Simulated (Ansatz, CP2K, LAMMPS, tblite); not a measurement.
# CP2K runs on glassy B2O3 (100 atoms)

Wanted: CP2K inputs and outputs for glassy B2O3 (100 atoms), checked against a plane-wave reference.

Program: CP2K 2026.2. Level of theory: the method is named at each step. Results are calculated unless marked as measured.

### 1. The structure

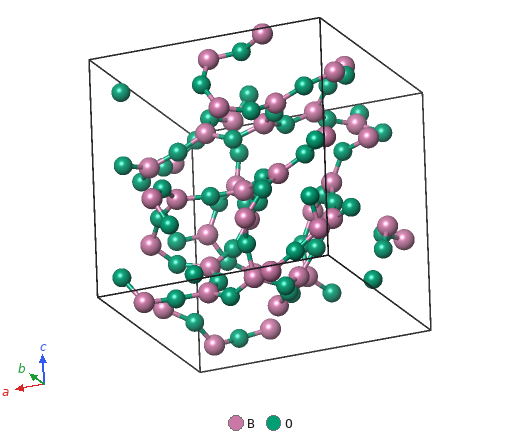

Start, viewed from a free direction; boron pink, oxygen teal. Bonds to atoms that aren't drawn are left out. Some periodic images of atoms are drawn too.

The cell holds 100 atoms: 40 B and 60 O. Its edges and angles: a = 10.452 Å, b = 10.452 Å, c = 10.452 Å, α = 90.0°, β = 90.0°, γ = 90.0°. 100 atoms (40 B, 60 O) placed at random at 1.93 g/cm³, melted at 3000 K for 20 ps at fixed volume with the Buckingham and Coulomb pair potential of Guillot and Sator (Geochim. Cosmochim. Acta 71, 1249 (2007)) with the boron terms of Wang et al. (J. Non-Cryst. Solids 498, 294 (2018)). Quenched from 3000 K to 300 K at 100 K/ps and fixed volume, held 10 ps at zero pressure.

The yardstick, on the same geometry:

| Property | Result |
| --- | --- |
| method | Kohn-Sham DFT, PBE, PAW, plane waves (Ansatz 0.2.0); cutoff 420 eV, Γ point, fermi-dirac smearing of 0.05 eV; PAW set soft_2 |
| r.m.s. force component | 0.8605 eV/Å |
| longest force | 3.15 eV/Å |
| pressure | -8.444 GPa |
| gap (highest filled to lowest empty level) | 4.546 eV |
| SCF cycles | 9 |
| time | 14 s on 4 threads of Arm Neoverse V2, shared host |
| CPU time | 55 s |

### 2. PBE, DZVP-MOLOPT-SR, 600/50 Ry, OT DIIS

Method: Kohn-Sham DFT, PBE, GTH-PBE pseudopotentials, Gaussian and plane waves, DZVP-MOLOPT-SR-GTH, orbital transformation.

input.inp reads:

```
&GLOBAL
  PROJECT cell
  RUN_TYPE ENERGY_FORCE
  PRINT_LEVEL LOW
&END GLOBAL
&FORCE_EVAL
  METHOD QS
  STRESS_TENSOR ANALYTICAL
  &DFT
    BASIS_SET_FILE_NAME BASIS_MOLOPT
    POTENTIAL_FILE_NAME GTH_POTENTIALS
    &MGRID
      CUTOFF 600
      REL_CUTOFF 50
      NGRIDS 5
    &END MGRID
    &QS
      EPS_DEFAULT 1.0E-12
    &END QS
    &SCF
      SCF_GUESS ATOMIC
      EPS_SCF 1.0E-06
      MAX_SCF 30
      &OT
        MINIMIZER DIIS
        PRECONDITIONER FULL_ALL
        ENERGY_GAP 0.001
      &END OT
      &OUTER_SCF
        EPS_SCF 1.0E-06
        MAX_SCF 8
      &END OUTER_SCF
      &PRINT
        &RESTART OFF
        &END RESTART
      &END PRINT
    &END SCF
    &XC
      &XC_FUNCTIONAL PBE
      &END XC_FUNCTIONAL
    &END XC
    &PRINT
      &MULLIKEN ON
      &END MULLIKEN
      &HIRSHFELD ON
        SHAPE_FUNCTION DENSITY
      &END HIRSHFELD
      &MO_CUBES
        NHOMO 1
        NLUMO 4
        WRITE_CUBE F
      &END MO_CUBES
    &END PRINT
  &END DFT
  &SUBSYS
    &CELL
      A 10.45182 0.00000 0.00000
      B 0.00000 10.45182 0.00000
      C 0.00000 0.00000 10.45182
    &END CELL
    &COORD
      B 8.91917 1.96306 0.30666
      B 6.21612 4.13390 4.67562
      B 7.69662 4.95761 2.57449
      B 3.50146 5.46463 1.24523
      B 4.70008 10.40604 7.33488
      B 7.84179 7.85883 4.66590
      B 0.57161 7.79810 9.00382
      B 10.28699 2.34518 8.42511
      B 1.12127 5.45010 10.08789
      B 0.97411 0.19942 4.09544
      B 5.36523 3.39872 0.95686
      B 2.32982 1.58261 8.97916
      B 0.93418 9.12684 1.76406
      B 7.16326 6.18068 7.97077
      B 9.03748 1.98731 5.17532
      B 3.02580 8.35529 7.88454
      B 4.86668 1.40943 2.77935
      B 1.88279 5.48470 3.51944
      B 4.56901 6.07878 7.97505
      B 4.59389 7.59826 0.72964
      B 3.11590 8.14197 4.87295
      B 7.04338 6.74717 0.76466
      B 2.54261 3.92058 5.70492
      B 6.90008 3.88222 9.19844
      B 5.36649 9.78719 9.77026
      B 9.77162 6.26169 3.49248
      B 5.36816 6.59280 5.02314
      B 9.48942 6.80267 6.67495
      B 7.33979 2.72103 6.79023
      B 7.17622 0.10264 1.29184
      B 2.91135 9.75312 0.02101
      B 10.30811 3.92832 1.54008
      B 0.66630 8.75465 5.86776
      B 3.16962 4.00388 8.89690
      B 9.31717 8.22736 0.27039
      B 4.15972 9.33515 2.72636
      B 4.33165 1.82562 5.41279
      B 0.52583 4.58135 7.11372
      B 0.61613 2.70890 3.83216
      B 7.85538 10.42559 3.88567
      O 6.96290 4.18365 3.50240
      O 8.97017 7.12396 4.26048
      O 7.38944 5.19037 8.98031
      O 3.39789 2.82460 5.68485
      O 7.88078 9.25697 4.69119
      O 4.15752 9.12810 10.10367
      O 8.24377 6.62060 7.20444
      O 4.30845 0.20005 2.34340
      O 7.05038 3.00458 8.10131
      O 6.60200 7.20872 4.78192
      O 9.27108 3.12478 1.00641
      O 10.10785 8.07779 6.47626
      O 0.97453 9.87906 2.95295
      O 9.42169 1.92669 9.42409
      O 4.16003 7.27227 5.15003
      O 10.33194 5.69028 6.55810
[... 40 atom lines left out ...]
      O 6.30705 3.48840 10.37793
      O 2.64379 0.50806 9.82649
      O 7.18698 10.26107 2.65988
      O 1.34546 1.54844 3.98235
    &END COORD
    &KIND B
      BASIS_SET DZVP-MOLOPT-SR-GTH-q3
      POTENTIAL GTH-PBE-q3
    &END KIND
    &KIND O
      BASIS_SET DZVP-MOLOPT-SR-GTH-q6
      POTENTIAL GTH-PBE-q6
    &END KIND
  &END SUBSYS
  &PRINT
    &FORCES ON
    &END FORCES
    &STRESS_TENSOR ON
    &END STRESS_TENSOR
  &END PRINT
&END FORCE_EVAL
```

Started as:

```bash
OMP_NUM_THREADS=1 mpirun -np 4 cp2k.psmp -i input.inp > output.txt
```

Numbers of over 12 decimals in the logs are rounded to 6 here.

The program printed:

```text
CP2K| version string:                                       CP2K version 2026.2
 CP2K| Input file name                                                 input.inp
 GLOBAL| Basis set file name                                        BASIS_MOLOPT
 GLOBAL| Potential file name                                      GTH_POTENTIALS
 GLOBAL| Run type                                                   ENERGY_FORCE
 GLOBAL| Total number of message passing processes                             4
 GLOBAL| Number of threads for this process                                    1
 TOTAL NUMBERS AND MAXIMUM NUMBERS
  Total number of            - Atomic kinds:                                   2
                             - Atoms:                                        100
                             - Shell sets:                                   100
                             - Shells:                                       500
                             - Primitive Cartesian functions:                460
                             - Cartesian basis functions:                   1400
                             - Spherical basis functions:                   1300
  Maximum angular momentum of- Orbital basis functions:                        2
                             - Local part of the GTH pseudopotential:          2
                             - Non-local part of the GTH pseudopotential:      0
 SCF PARAMETERS         Density guess:                                    ATOMIC
                        max_scf:                                              30
                        eps_scf:                                        1.00E-06
                        Outer loop SCF in use
                        eps_scf                                         1.00E-06
                        max_scf                                                8
 Extrapolation method: initial_guess
 Number of electrons:                                                        480
[... lines left out ...]
  Step     Update method      Time    Convergence         Total energy    Change
[... lines left out ...]
  Total energy:                                             -1078.979161
[... lines left out ...]
                                         using   7 DIIS vectors
                                         safer DIIS on
  Preconditioner : FULL_ALL            : diagonalization, state selective
  Precond_solver : DEFAULT
  stepsize       :    0.15000000                  energy_gap     :    0.00100000
  eps_taylor     :   0.10000E-15                  max_taylor     :             4
  ----------------------------------- OT ---------------------------------------
  Step     Update method      Time    Convergence         Total energy    Change
[...]
3 OT DIIS     0.15E+00    3.0     0.00001172     -1078.9795684043 -5.70E-05
     4 OT DIIS     0.15E+00    2.9     0.00000073     -1078.9795700599 -1.66E-06
  *** SCF run converged in     4 steps ***
  Electronic density on regular grids:       -480.0000000000        0.0000000000
  Core density on regular grids:              479.9999999997       -0.0000000003
  Total charge density on r-space grids:       -0.0000000003
  Total charge density g-space grids:          -0.0000000003
  Overlap energy of the core charge distribution:               4.74624e-05
  Self energy of the core charge distribution:              -2733.949984
  Core Hamiltonian energy:                                    799.035189
  Hartree energy:                                            1111.525894
  Exchange-correlation energy:                               -255.590716
  Total energy:                                             -1078.979570
  outer SCF iter =    2 RMS gradient =   0.73E-06 energy =      -1078.9795700599
  outer SCF loop converged in   2 iterations or   34 steps
 !-----------------------------------------------------------------------------!
                     Mulliken Population Analysis
 #  Atom  Element  Kind  Atomic population                           Net charge
       1     B        1          2.687440                              0.312560
       2     B        1          2.680945                              0.319055
       3     B        1          2.676692                              0.323308
[...]
99     O        2          6.234113                             -0.234113
     100     O        2          6.229090                             -0.229090
 # Total charge                            480.000000                  0.000000
 !-----------------------------------------------------------------------------!
 !-----------------------------------------------------------------------------!
                           Hirshfeld Charges
  #Atom  Element  Kind  Ref Charge     Population                    Net charge
      1       B      1       3.000          2.680                         0.320
      2       B      1       3.000          2.676                         0.324
      3       B      1       3.000          2.670                         0.330
[...]
99       O      2       6.000          6.209                        -0.209
    100       O      2       6.000          6.225                        -0.225
  Total Charge                                                           -0.000
 !-----------------------------------------------------------------------------!
  Eigenvalues of the occupied subspace spin            1
      -0.74484021     -0.72753378     -0.72407146     -0.71833178
      -0.71788354     -0.71399974     -0.71296223     -0.71145134
      -0.70995111     -0.70724962     -0.70630653     -0.70376344
[...]
0.01513163      0.01707873      0.02109348      0.02780558
 Fermi Energy [eV] :    0.756628
  Using OT eigensolver for additional unoccupied orbitals spin            1
  Lowest Eigenvalues of the unoccupied subspace spin            1
 OT| Eigensolver reached convergence in 175 iterations
       0.19302426      0.19430707      0.20069238      0.21151386
 HOMO - LUMO gap [eV] :    4.495829
 ENERGY| Total FORCE_EVAL ( QS ) energy [hartree]          -1078.979570
 FORCES| Atomic forces [hartree/bohr]
 FORCES|   Atom     x               y               z               |f|
 FORCES|      1  2.85097402E-02  1.37934159E-02 -2.46662950E-02   4.01433645E-02
 FORCES|      2  3.51537730E-02  3.55979969E-02  1.89702650E-02   5.35058511E-02
 FORCES|      3 -1.29747194E-02  2.16239921E-02  3.85596227E-02   4.60736897E-02
[...]
FORCES|     99 -1.11407309E-02  2.35437544E-04 -9.51479521E-03   1.46527350E-02
 FORCES|    100  9.88930014E-03 -6.93436100E-03 -3.82093422E-03   1.26681947E-02
 FORCES| Sum     8.71712606E-03 -2.88776087E-03 -7.95906558E-03
 FORCES| Total atomic force                                       1.21521263E-02
 STRESS| Analytical stress tensor [bar]
 STRESS|                        x                   y                   z
 STRESS|      x       -7.04367842678E+04  -7.10344394307E+03   3.33788557925E+04
 STRESS|      y       -7.10344394307E+03  -7.80150565211E+04   3.00633729367E+04
 STRESS|      z        3.33788557925E+04   3.00633729367E+04  -6.20286963104E+04
 STRESS| 1/3 Trace                                            -7.01601790331E+04
```

The job ended after 1.9 min (4 MPI ranks of Arm Neoverse V2, shared host; peak memory 2.6 GiB; 7.6 min of CPU time).

Banners, paths, timers and routine set-up lines are dropped from the logs unmarked, and long logs keep their key lines alone; longer cuts are marked.

Against the reference:

```yaml
r_m_s_force_component: 0.8826 eV/Å
r_m_s_difference_of_force_components: 72.7 meV/Å
longest_difference_of_force_vectors: 266.9 meV/Å
force_difference_over_r_m_s_force: 8.449 %
slope_of_forces_against_the_reference_s: 1.022
correlation_of_force_components: 0.9968
spacing_of_highest_filled_and_lowest_empty_level: 4.496 eV
gap_difference: -0.0507 eV
pressure: -7.016 GPa
pressure_difference: 1.428 GPa
```

Length of the force difference by element (eV/Å):

```
element  atoms   mean  most
      B     40  0.050  0.10
      O     60   0.15  0.27
```

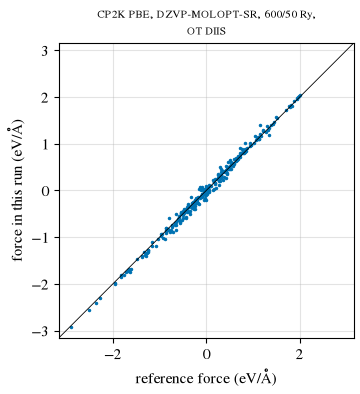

Force components against those of the reference; the line marks equality.

The surroundings of O46, whose charge lies farthest from its element's mean, nearest first, numbered as they follow in the input and with coordinates relative to it.

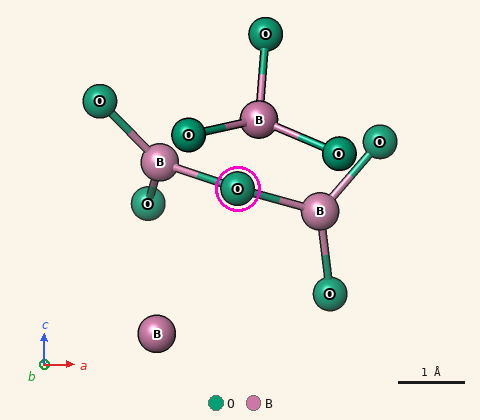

The atoms of the table, within 2.7 Å (arrows a, b, c point along x, y, z); some may hide others; the central atom is ringed.

```
atom      x      y      z  distance (Å)  bonds  Hirshfeld charge (e)     Fx     Fy  Fz (eV/Å)
 O46   0.00   0.00   0.00          0.00      2                 -0.14  -0.97  -1.04       1.14
 B25   1.21   0.66  -0.33          1.42      3                  0.34   0.88   1.91       0.63
 B31  -1.25   0.63   0.37          1.44      3                  0.33  -1.33   1.37      -0.41
 B20   0.44  -1.53   1.08          1.92      3                  0.27   0.57  -0.49       1.54
 O98  -1.51   1.83  -0.28          2.39      2                 -0.21   0.18  -0.81       0.27
 O67   2.08   0.93   0.74          2.40      2                 -0.20  -0.13  -0.10      -0.56
 O61   1.34   1.19  -1.59          2.40      2                 -0.21   0.80   0.62      -0.47
 O86  -2.13   0.03   1.29          2.49      2                 -0.19   1.56   0.05      -1.38
 O81   0.47  -0.91   2.37          2.58      2                 -0.24  -0.50   1.29       0.51
 B16  -1.13  -0.77  -2.22          2.61      3                  0.30  -0.06  -1.73       0.53
 O73   1.70  -1.91   0.59          2.63      2                 -0.23   0.85   0.25      -0.28
 O69  -0.55  -2.48   0.84          2.67      2                 -0.25  -0.84  -0.48       0.27
```

Forces lie 8.4 % from the reference's, at 8.3 times its CPU time.

The difference per atom is largest on O (0.15 eV/Å on average, against 0.050 on B). The forces add up to 0.62 eV/Å instead of zero, usually a sign of too coarse a grid.

### 3. GFN1-xTB, OT DIIS

Method: GFN1-xTB tight binding (the program's own implementation), orbital transformation.

input.inp reads:

```
&GLOBAL
  PROJECT cell
  RUN_TYPE ENERGY_FORCE
  PRINT_LEVEL LOW
&END GLOBAL
&FORCE_EVAL
  METHOD QS
  STRESS_TENSOR ANALYTICAL
  &DFT
    &QS
      METHOD XTB
      &XTB
        GFN_TYPE 1
        DO_EWALD T
        CHECK_ATOMIC_CHARGES F
      &END XTB
    &END QS
    &SCF
      SCF_GUESS ATOMIC
      EPS_SCF 1.0E-06
      MAX_SCF 30
      &OT
        MINIMIZER DIIS
        PRECONDITIONER FULL_SINGLE_INVERSE
      &END OT
      &OUTER_SCF
        EPS_SCF 1.0E-06
        MAX_SCF 8
      &END OUTER_SCF
      &PRINT
        &RESTART OFF
        &END RESTART
      &END PRINT
    &END SCF
    &PRINT
      &MULLIKEN ON
      &END MULLIKEN
      &MO_CUBES
        NHOMO 1
        NLUMO 4
        WRITE_CUBE F
      &END MO_CUBES
    &END PRINT
  &END DFT
  &SUBSYS
    &CELL
      A 10.45182 0.00000 0.00000
      B 0.00000 10.45182 0.00000
      C 0.00000 0.00000 10.45182
    &END CELL
    &COORD
[... 100 atom lines left out: the same atoms as in the first run ...]
    &END COORD
  &END SUBSYS
  &PRINT
    &FORCES ON
    &END FORCES
    &STRESS_TENSOR ON
    &END STRESS_TENSOR
  &END PRINT
&END FORCE_EVAL
```

Started as:

```bash
OMP_NUM_THREADS=1 cp2k.psmp -i input.inp > output.txt
```

The program printed:

```text
CP2K| version string:                                       CP2K version 2026.2
 CP2K| Input file name                                                 input.inp
 GLOBAL| Basis set file name                                           BASIS_SET
 GLOBAL| Potential file name                                           POTENTIAL
 GLOBAL| Run type                                                   ENERGY_FORCE
 GLOBAL| Total number of message passing processes                             1
 GLOBAL| Number of threads for this process                                    1
                  #####   #####        #          ####### ######
                 #     # #     #      #              #    #     #
                 #     # #           #    ##   ##    #    #     #
[... lines left out ...]
 Number of electrons:                                                        480
[... lines left out ...]
  Step     Update method      Time    Convergence         Total energy    Change
[... lines left out ...]
  *** SCF run converged in    14 steps ***
[... lines left out ...]
  Total energy:                                              -344.568845
[... lines left out ...]
  outer SCF loop converged in   1 iterations or   14 steps
[... lines left out ...]
       2     B          1                 2.139238                      0.860762
       3     B          1                 2.130644                      0.869356
[...]
99     O          2                 6.574452                     -0.574452
     100     O          2                 6.586434                     -0.586434
 # Total charge                         480.000000                     -0.000000
  Eigenvalues of the occupied subspace spin            1
      -0.66567263     -0.66137999     -0.65412603     -0.65113682
      -0.64978664     -0.64886689     -0.64736072     -0.64686809
      -0.64617489     -0.64587271     -0.64465359     -0.64448301
[...]
-0.34121420     -0.34082289     -0.33956815     -0.33908911
      -0.33672940     -0.33625525     -0.33462778     -0.32792634
 Fermi Energy [eV] :   -8.923330
 ENERGY| Total FORCE_EVAL ( QS ) energy [hartree]           -344.568845
 FORCES| Atomic forces [hartree/bohr]
 FORCES|   Atom     x               y               z               |f|
 FORCES|      1  2.07465008E-02  1.34989814E-02 -1.78515754E-02   3.05175120E-02
 FORCES|      2  2.98768437E-02  2.30002125E-02  1.95254575E-02   4.24603233E-02
 FORCES|      3 -1.15444405E-02  1.20739317E-02  2.89625027E-02   3.34347199E-02
[...]
FORCES|     99 -1.41612183E-03  6.60692090E-03 -1.30854163E-02   1.47270134E-02
 FORCES|    100  6.47794412E-04 -1.12536708E-02 -3.54363111E-03   1.18161781E-02
 FORCES| Sum    -4.05220562E-15 -8.50014503E-17  1.71477416E-15
 FORCES| Total atomic force                                       4.40091423E-15
 STRESS| Analytical stress tensor [bar]
 STRESS|                        x                   y                   z
 STRESS|      x       -1.26922043611E+05  -6.55648777585E+03   3.10432485622E+04
 STRESS|      y       -6.55648777585E+03  -1.30809292626E+05   2.98522299916E+04
 STRESS|      z        3.10432485622E+04   2.98522299916E+04  -1.24648571803E+05
 STRESS| 1/3 Trace                                            -1.27459969347E+05
```

Run time: 3.9 s. Hardware: 1 thread; peak memory 0.28 GiB.

Compared with the plane-wave run:

```yaml
r_m_s_force_component: 0.7059 eV/Å
r_m_s_difference_of_force_components: 265 meV/Å
longest_difference_of_force_vectors: 892.4 meV/Å
force_difference_over_r_m_s_force: 30.8 %
slope_of_forces_against_the_reference_s: 0.7891
correlation_of_force_components: 0.9618
pressure: -12.75 GPa
pressure_difference: -4.302 GPa
```

Against the first run (8.4 %), the force difference from the reference is 31 %, at 0.0086 times the CPU time (on 1 against 4 cores) (14 SCF steps against 34); the model has changed, so this is no error of the program alone.

(Part 1 of 3 ends here.)

[Also dropped from logs without a mark: logging warnings of Python, and SIESTA's first energy breakdown and zero terms.]

[Logs are printed without paths, hosts, clocks, repeated set-up lines and the standing remarks that a program may print on its own settings, such as how far it seeks lower states.]

[Hosts, paths, dates, database ids (printed as entryN), source tags and the programs' standing remarks are cut or masked in the printed files.]
